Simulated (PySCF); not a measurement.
# C₅H₁₁NO (SMILES CC(C)(C)C(N)=O): what the fields show

The calculation's input:

```
{"job": {"kind": "uv", "xc": "PBE0", "basis": "def2-SVPD", "nstates": 6, "ntriplets": 2}, "charge": 0, "multiplicity": 1}
C     -0.058699     0.278342     1.504255
C     -0.263289     0.023666     0.006751
C     -1.687165    -0.479009    -0.233477
C     -0.036517     1.312790    -0.791128
C      0.715044    -1.058299    -0.471181
N      2.026199    -0.754595    -0.319661
O      0.366295    -2.112627    -0.951299
H      0.921243     0.701267     1.714771
H     -0.811268     0.977952     1.862140
H     -0.159897    -0.649262     2.063058
H     -2.412409     0.262478     0.092897
H     -1.855488    -1.403335     0.312381
H     -1.839636    -0.683661    -1.289727
H      0.944907     1.742252    -0.599941
H     -0.125793     1.118541    -1.857791
H     -0.786933     2.050548    -0.513797
H      2.710172    -1.430681    -0.615532
H      2.344475     0.109952     0.075627
```

Run with:

```sh
OMP_NUM_THREADS=1 python probes_run.py task.json out
```

Geometry: GFN2-xTB.

Computed with PBE0/def2-SVPD, SCF density, gas phase in PySCF.

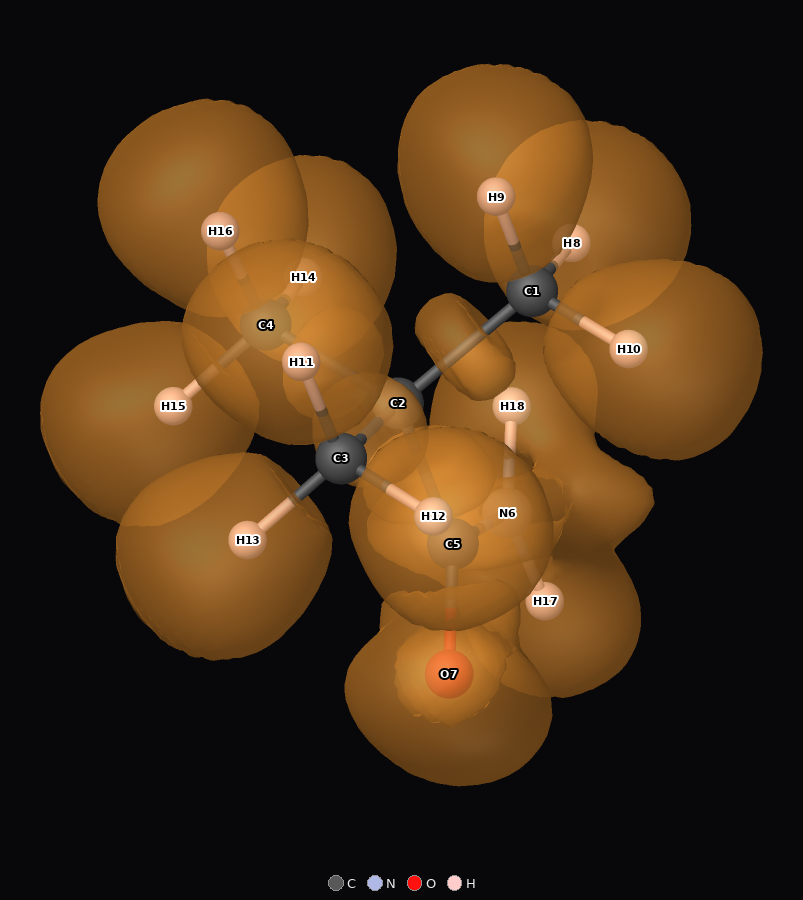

Figure 1. Isosurface of the ELF at 0.75 (orange), seen at an oblique angle. Core shells and regions of very low density are left out.

Question: Identify the bonds, lone pairs and shells in this picture.

Answer: At this value the surface marks out four regions between bonded C–C atoms (shared pairs), nine regions around hydrogen nuclei, one region on O in which the atom's valence shell and bonds are merged and one joined region spread over several atoms (H, N), in which their bonds and any lone pairs are merged.


C–O (1.21 Å): the ELF peaks at about 0.90 between the atoms (a short, multiple covalent bond). C–N (1.35 Å): the ELF peaks at about 0.90 between the atoms: localised, covalent bonding.

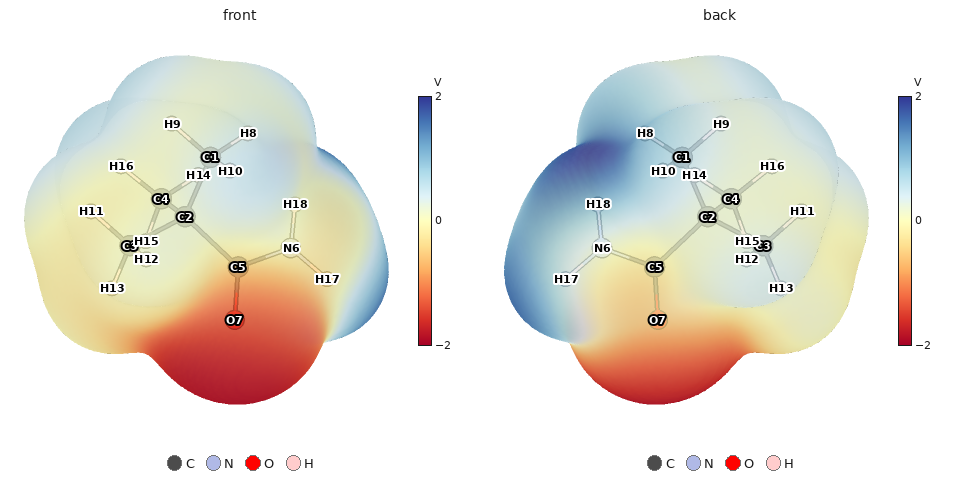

Figure 2. The molecular electrostatic potential painted on the density surface at 0.001 e/bohr³, seen from the front and from behind; the colour scale runs from red (negative) to blue (positive).

Question: Describe the electrostatic potential map.

Answer: The most negative region (about −1.9 V) lies over O7, the most positive (about +1.9 V) over H18. O7 is the likeliest acceptor of a hydrogen bond.

Question: How polar is the molecule by this calculation?

Answer: Its dipole moment is 3.70 D.

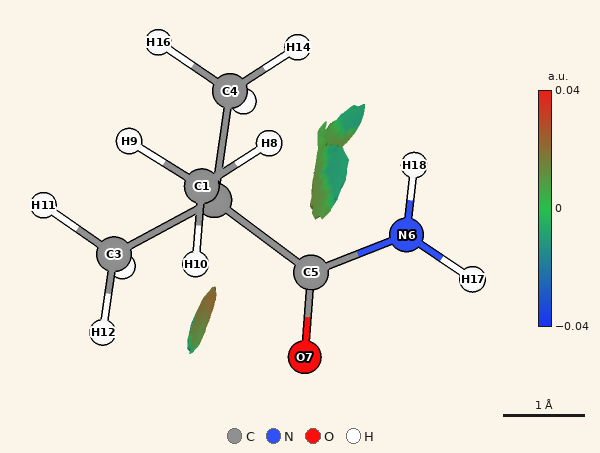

Figure 3. Non-covalent interaction (NCI) plot: the surface where the reduced density gradient is 0.5, for densities under 0.05 a.u., coloured by sign(λ₂)ρ; seen at a tilt.

Question: Identify the weak interactions.

Answer: Between C3 and C2 on one side and O7 and C5 on the other: a weak contact, attractive (blue-green) on one side and crowded (olive to red) on the other; near H18, N6 and H8: mostly steric crowding (olive to red).

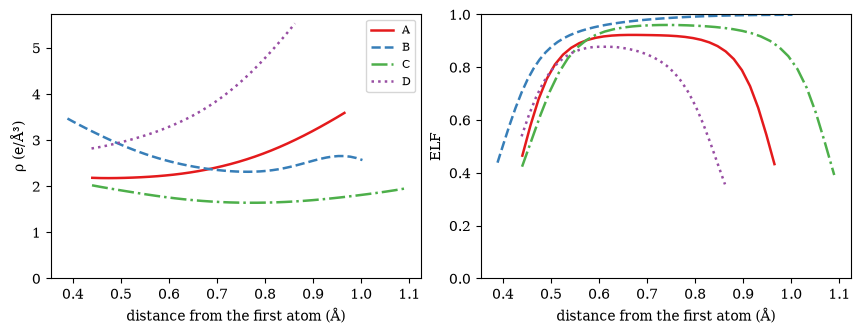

Figure 4. Total electron density and ELF along straight lines between neighbouring atoms. The curves leave out the atomic cores.

Question: Which curve belongs to which contact (C–C, C–N, C–O and N–H)? The first atom named is at distance zero.

Answer: Curve A: C–N (1.35 Å): the density is about 2.4 e/Å³ at the midpoint; the ELF peaks at about 0.90 between the atoms (localised, covalent bonding). Curve B: N–H (1.00 Å): ρ at the midpoint is about 2.9 e/Å³; the ELF climbs to about 1 towards the hydrogen, as it does in any bond to H (an ordinary covalent bond to hydrogen). Curve C: C–C (1.53 Å): ρ at the midpoint is about 1.6 e/Å³; the ELF peaks at about 0.95 between the atoms: a covalent bond. Curve D: C–O (1.21 Å): ρ is about 3.3 e/Å³ halfway; the ELF peaks at about 0.90 between the atoms (a short, multiple covalent bond).
